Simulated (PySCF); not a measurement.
C6H8O (SMILES C1=CCOC=CC1)

```yaml
atoms:
  - { symbol: C, position_ang: [-0.1562, -1.3602, 0.4226] }
  - { symbol: C, position_ang: [1.0820, -0.9032, 0.5020] }
  - { symbol: C, position_ang: [1.7053, 0.4146, 0.1804] }
  - { symbol: O, position_ang: [0.9949, 1.5269, -0.3212] }
  - { symbol: C, position_ang: [-0.3257, 1.5840, -0.5861] }
  - { symbol: C, position_ang: [-1.3373, 0.7322, -0.4922] }
  - { symbol: C, position_ang: [-1.4032, -0.6877, -0.0340] }
  - { symbol: H, position_ang: [-0.3232, -2.3859, 0.7322] }
  - { symbol: H, position_ang: [1.8447, -1.5813, 0.8697] }
  - { symbol: H, position_ang: [2.1985, 0.7714, 1.0989] }
  - { symbol: H, position_ang: [2.5058, 0.2230, -0.5523] }
  - { symbol: H, position_ang: [-0.5272, 2.5843, -0.9553] }
  - { symbol: H, position_ang: [-2.2986, 1.1211, -0.8002] }
  - { symbol: H, position_ang: [-1.8267, -1.2903, -0.8491] }
  - { symbol: H, position_ang: [-2.1332, -0.7490, 0.7847] }
```

Geometry: GFN2-xTB.

These are results of PySCF 2.14.0, PBE0/pcSseg-1, SCF density, gas phase, non-relativistic, not measurements.

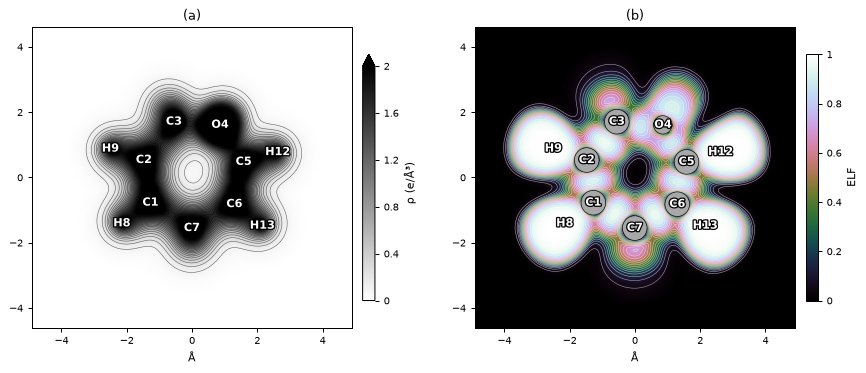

Figure 1. (a) total electron density; (b) electron localisation function on the plane of atoms C3, C2 and H9. Grey discs cover the atomic cores in the ELF map.

**Interpret the plot.**

The section cuts through C, O and H sites. C–C (1.32 Å): the density is about 2.3 e/Å³ at the midpoint; the ELF peaks at about 0.90 between the atoms: a multiple bond. C–O (1.35 Å): ρ at the midpoint is about 2.3 e/Å³, with its minimum of 2 e/Å³ about 0.5 Å from C; the ELF peaks at about 0.90 between the atoms (a shared but strongly polarised pair). C–H (1.08 Å): ρ at the midpoint is about 2 e/Å³; the ELF climbs to about 1 towards the hydrogen, as it does in any bond to H; a covalent bond by its length. C–O (1.41 Å): ρ at the midpoint is about 2 e/Å³, with its minimum of 1.7 e/Å³ about 0.5 Å from C; the ELF peaks at about 0.90 between the atoms, as expected for a polar covalent bond. C–C (1.49 Å): ρ at the midpoint is about 1.7 e/Å³; the ELF peaks at about 0.95 between the atoms (localised, covalent bonding). The ELF also peaks beside O4, away from the bonds: lone-pair regions.

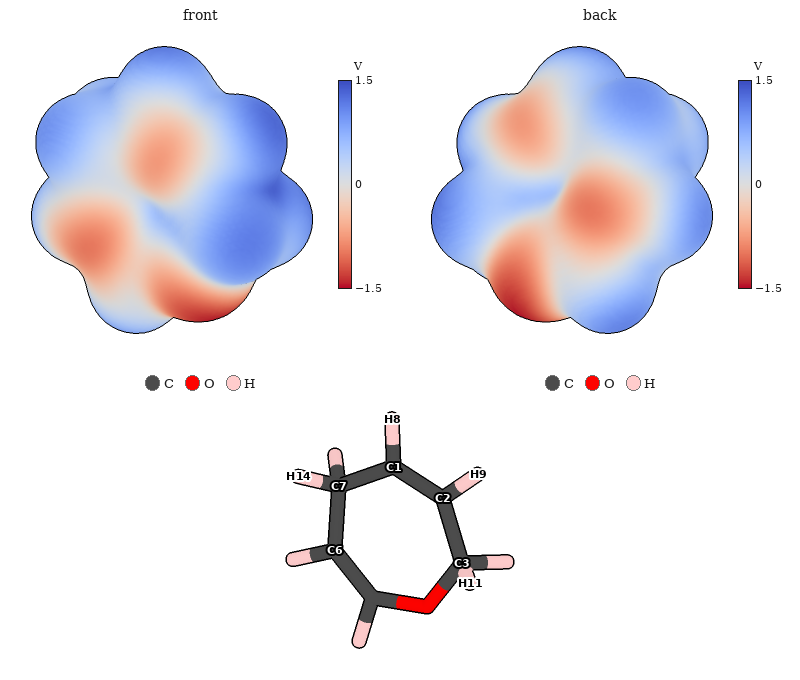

Figure 2. The molecular electrostatic potential painted on the density surface at 0.004 e/bohr³, seen from the front and from behind; the colour scale runs from red (negative) to blue (positive). The bare structure is drawn below in the same view.

**Which sites attract a positive test charge, and which a negative one?**

A positive charge is drawn to the negative regions and a negative charge to the positive ones. The most negative region (about −1.4 V) lies over O4, the most positive (about +1.3 V) over C3 and H9. O4 is the likeliest acceptor of a hydrogen bond.

**How polar is the molecule by this calculation?**

Its dipole moment is 1.18 D.
